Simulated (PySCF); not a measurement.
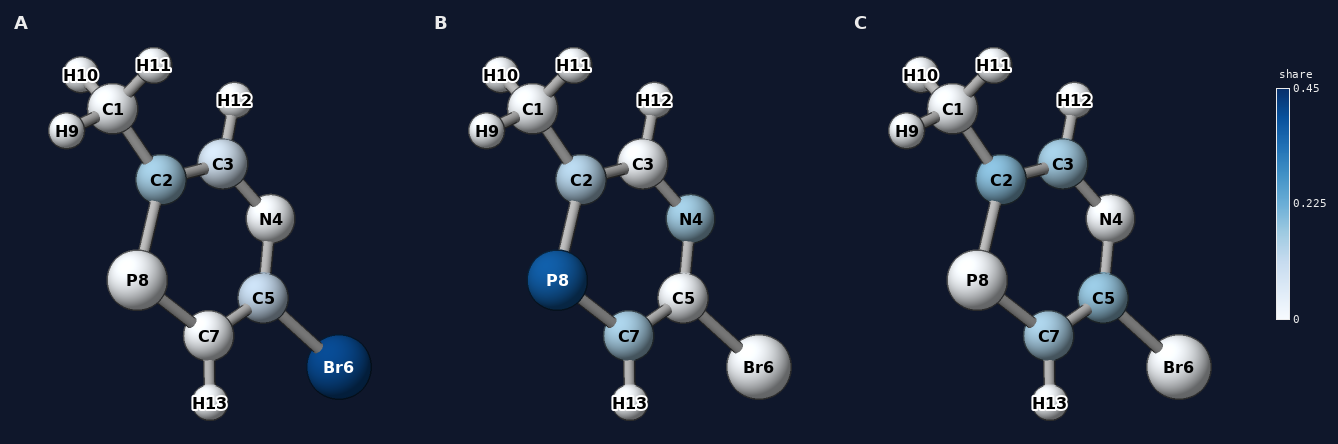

Each panel colours the atoms by their Löwdin share in one orbital (up to four of the largest shares; other atoms are shown as zero). The computed structure is the end point of a GFN2-xTB optimisation. No frequency run is at hand to confirm it as a minimum. Computed with B3LYP/def2-SVPD (PySCF 2.14.0).

### The panels show the HOMO, LUMO, LUMO+1, in some order. Which is which?

A: HOMO, −7.24 eV; Br6 0.41, C2 0.16, C5 0.11, C3 0.08
B: LUMO, −2.48 eV; P8 0.37, N4 0.16, C7 0.16, C2 0.14
C: LUMO+1, −1.55 eV; C2 0.19, C5 0.18, C3 0.16, C7 0.15

The geometry is semi-empirical. Around Br, P such bond lengths and angles can be off by a tenth of an ångström or more and by several degrees, and values that hang on the shape move with them.
